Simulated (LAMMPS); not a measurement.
Molecular dynamics of CdSe (zinc blende), 4096 atoms, at 680 K and 0 GPa, heated as the crystal.

Computed with classical MD, pair style sw, file CdTeZnSeHgS0.sw, run in LAMMPS.

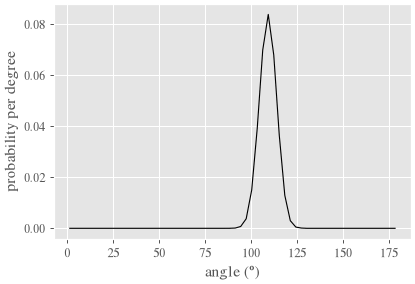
Fig. 1. Probability per degree against angle (°)

Read from the full data:
- state found: crystal; no diffusion seen in 30 ps
- most common Se-Cd-Se angle: in the 3° bin centred on 109.5° (mean of all 109°)

Caution: in nature this polymorph isn't the stable one over the whole range of temperature at this pressure, and short runs keep a crystal in its starting form.
